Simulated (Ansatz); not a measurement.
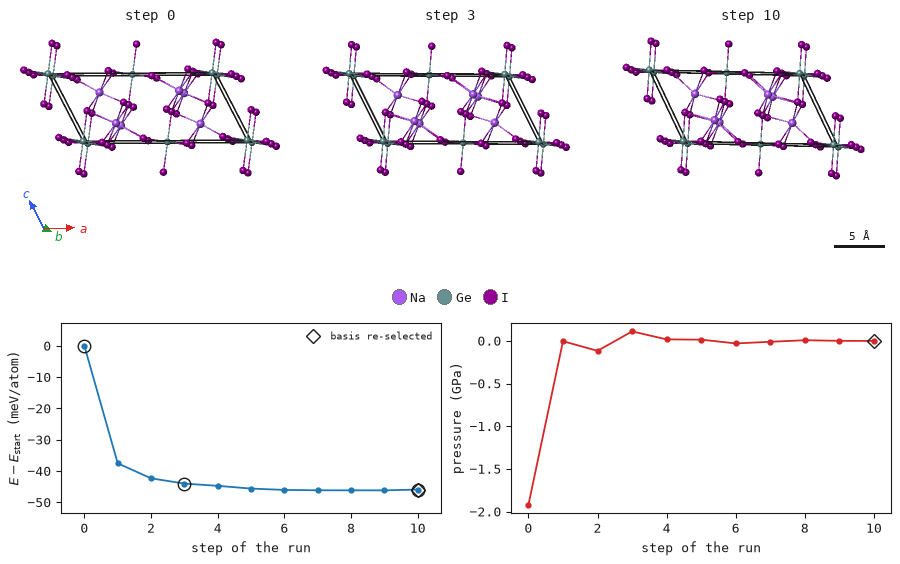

Frames of a relaxation of a crystal of Na$_{2}$GeI$_{4}$ (built on the Ti2NiS4-12 type type), marked on the history of the run. A ball-and-stick model of the conventional cell (2 times the calculation's cell), seen from a free direction. Lengths and directions refer to the drawn axes.

These are results of DFT, PBEsol, plane waves, PAW in Ansatz, not measurements. (plane-wave cutoff 420 eV; k-point mesh 6 × 6 × 4; occupations fermi dirac; smearing width 0.03 eV; no spin polarisation; cell and atoms relaxed; force threshold 0.01 eV/Å; at most 120 steps)

### What happens along the run?

After 9 accepted moves (10 points after the start) the energy has fallen by 45.9 meV per atom. The largest force component goes from 0.49 to 0.00045 eV/Å. The pressure goes from −1.92 to 0.00 GPa. The SCF was repeated once at an unchanged geometry on a basis and grid sized afresh for the cell, which shifted the energy by 0.3 meV per atom at most. The largest moves relative to the cell, 0.38 Å, are those of Na atoms. By element the largest moves are Na 0.38 Å, I 0.30 Å. Ge stays in place. The volume changes by −7.1 %, with a 16.833 → 15.447 Å (−8.2 %), b 4.502 → 4.379 Å (−2.7 %), c 7.786 → 8.085 Å (+3.8 %), β 117.4° → 117.1°. Among the contacts that change: Ge–I 3.122 → 2.940 Å, Ge–I 3.177 → 3.026 Å, I–Na 3.180 → 3.075 Å, I–Na 3.279 → 3.363 Å. Bond angles that change, for instance: I–Na–I 174.2° → 151.9°, I–Na–I 91.2° → 104.9°, I–Na–I 90.0° → 78.1°. The space group stays C2/m (No. 12). From step 0 to 3: Na atoms move most (0.25 Å), volume −8.3 %, energy −44.0 meV per atom. From step 3 to 10: Na atoms move most (0.16 Å), volume +1.4 %, energy −1.9 meV per atom.

| step | E − E(0), meV/atom | largest force component, eV/Å | pressure, GPa | volume, Å³/atom | note |
| --- | --- | --- | --- | --- | --- |
| 0 | 0.00 | 0.4864 | -1.92 | 37.406 |  |
| 1 | -37.51 | 0.2643 | 0.00 | 34.782 |  |
| 2 | -42.31 | 0.0641 | -0.12 | 34.626 |  |
| 3 | -43.99 | 0.0312 | 0.11 | 34.287 |  |
| 4 | -44.71 | 0.0442 | 0.02 | 34.573 |  |
| 5 | -45.59 | 0.0474 | 0.01 | 34.895 |  |
| 6 | -46.02 | 0.0148 | -0.03 | 34.804 |  |
| 7 | -46.13 | 0.0061 | -0.01 | 34.770 |  |
| 8 | -46.15 | 0.0108 | 0.01 | 34.756 |  |
| 9 | -46.15 | 0.0005 | 0.00 | 34.763 |  |
| 10 | -45.90 | 0.0004 | 0.00 | 34.763 | same geometry, new basis |
